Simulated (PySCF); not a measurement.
**C₃H₅FOSi: NMR shielding calculation**

C₃H₅FOSi, computed with GIAO BLYP/pcSseg-2 NMR shielding, non-relativistic, gas phase (PySCF 2.14.0).

The geometry comes from this level: PBE0-D3(BJ)/def2-SVP. Figures and captions count atoms from 1; the log counts them from 0 in places.

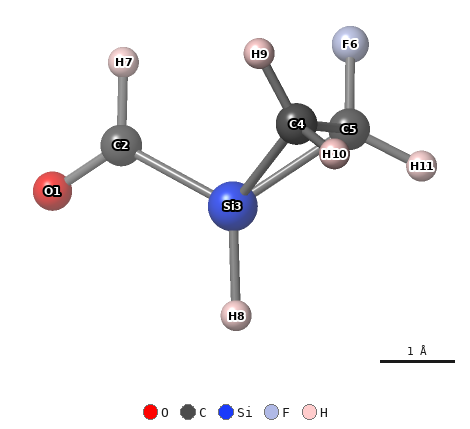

**Figure 1.** The structure (ball-and-stick view, seen at a tilt; atoms are numbered from 1 in the order of the input).

**The input**
```
{"job": {"kind": "nmr", "xc": "BLYP", "basis": "pcSseg-2", "pop": false}, "charge": 0, "multiplicity": 1}
O      2.983054     0.674709     0.475442
C      1.908824     0.137028     0.569187
Si     0.382272     0.658279    -0.441162
C     -1.244113     0.230725     0.404140
C     -0.874533    -0.729374    -0.696132
F     -0.567177    -1.999158    -0.306888
H      1.751126    -0.728517     1.271103
H      0.501780     1.789040    -1.391385
H     -1.144865    -0.175312     1.418639
H     -2.144440     0.840917     0.272022
H     -1.514151    -0.723647    -1.589082
```

The first line tells a small driver script what to run in PySCF; the rest is the geometry in Å.

Run on 1 CPU thread, shared host.

Command:
```bash
OMP_NUM_THREADS=1 python <driver script> task.json out
```

**Log**
```
coarse grid: 10160 points
cycle   1  E = -581.6835697172  dE =  7.348e-01  |g| = 1.016e+00  |ddm| = 2.435e+00
cycle   2  E = -580.1929760631  dE =  1.491e+00  |g| = 2.748e+00  |ddm| = 6.466e+00
cycle   3  E = -581.8159176307  dE = -1.623e+00  |g| = 5.070e-01  |ddm| = 6.158e+00
cycle   4  E = -581.8626953869  dE = -4.678e-02  |g| = 2.660e-01  |ddm| = 6.420e-01
cycle   5  E = -581.8784781866  dE = -1.578e-02  |g| = 9.258e-02  |ddm| = 3.105e-01
cycle   6  E = -581.8806591171  dE = -2.181e-03  |g| = 3.316e-02  |ddm| = 1.177e-01
cycle   7  E = -581.8809441613  dE = -2.850e-04  |g| = 1.051e-02  |ddm| = 3.756e-02
cycle   8  E = -581.8809669419  dE = -2.278e-05  |g| = 2.603e-03  |ddm| = 1.109e-02
cycle   9  E = -581.8809679011  dE = -9.592e-07  |g| = 1.352e-03  |ddm| = 2.703e-03
final grid: 95224 points
cycle  10  E = -581.8865556862  dE = -8.015e-05  |g| = 8.932e-03  |ddm| = 4.113e-02
cycle  11  E = -581.8864754140  dE =  8.027e-05  |g| = 2.173e-02  |ddm| = 1.725e-02
cycle  12  E = -581.8865668586  dE = -9.144e-05  |g| = 4.717e-03  |ddm| = 1.602e-02
cycle  13  E = -581.8865713759  dE = -4.517e-06  |g| = 1.169e-03  |ddm| = 4.989e-03
cycle  14  E = -581.8865715628  dE = -1.868e-07  |g| = 3.451e-04  |ddm| = 8.589e-04
cycle  15  E = -581.8865715881  dE = -2.530e-08  |g| = 1.256e-04  |ddm| = 4.122e-04
cycle  16  E = -581.8865715915  dE = -3.445e-09  |g| = 5.723e-05  |ddm| = 1.554e-04
cycle  17  E = -581.8865715924  dE = -8.818e-10  |g| = 1.148e-05  |ddm| = 6.112e-05
```

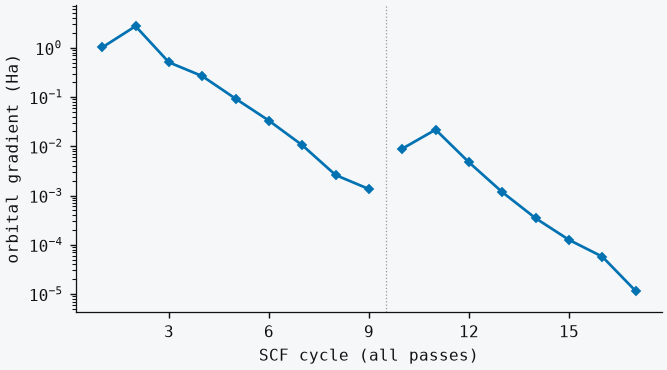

**Figure 2.** Convergence of the self-consistent field: orbital gradient against the SCF cycle. The dotted line marks the change from a coarse to the final integration grid. The first 9 cycles use a coarse grid, the final grid takes over at cycle 10, and the field converges after 17 cycles in all.

```
converged SCF energy = -581.8865715924

GIAO shielding tensors (ppm)
atom      isotropic    diamagn.    paramagn.     s11        s22        s33       span
  0 O     -541.372     388.104    -929.476  -1491.431   -515.147    382.460   1873.891
  1 C      -67.703     247.757    -315.460   -195.045    -76.424     68.361    263.406
  2 Si     447.936     880.247    -432.311    316.875    357.570    669.362    352.488
  3 C      165.364     251.355     -85.990    136.343    172.176    187.575     51.231
  4 C       87.988     241.595    -153.607     21.280     66.079    176.604    155.324
  5 F      395.881     469.786     -73.904    361.194    391.289    435.161     73.966
  6 H       19.408      28.766      -9.358     12.817     19.377     26.030     13.213
  7 H       28.222      29.855      -1.633     24.207     25.511     34.949     10.742
  8 H       29.543      31.110      -1.567     26.214     26.555     35.859      9.645
  9 H       29.785      29.982      -0.196     25.456     25.971     37.929     12.472
 10 H       25.809      29.418      -3.609     22.501     25.935     28.990      6.489
```

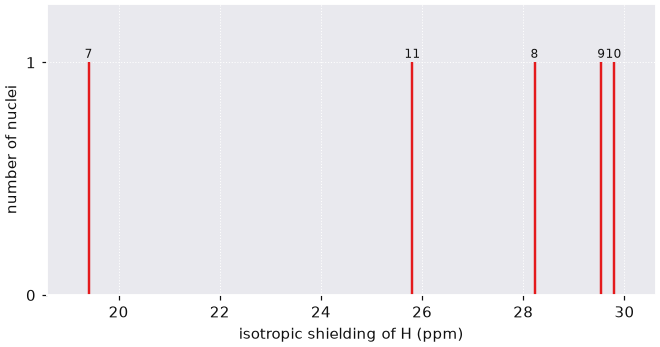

**Figure 3.** Isotropic shieldings of the hydrogen nuclei in this fixed geometry, labelled by atom number; shielding grows to the right, so chemical shift grows to the left. The least shielded is H7 (19.4 ppm), the most shielded H10 (29.8 ppm).

**Summary**

| quantity | value |
| --- | --- |
| outcome | converged |
| total energy | −581.886572 hartree |
| HOMO | −5.67 eV |
| LUMO | −2.77 eV |
| dipole moment | 2.83 D |
| isotropic shielding, O | −541.4 ppm |
| isotropic shielding, C | −67.7 to 165.4 ppm |
| isotropic shielding, Si | 447.9 ppm |
| isotropic shielding, F | 395.9 ppm |
| isotropic shielding, H | 19.4 to 29.8 ppm |
| wall time | 77 s |
| peak memory | 0.93 GiB |
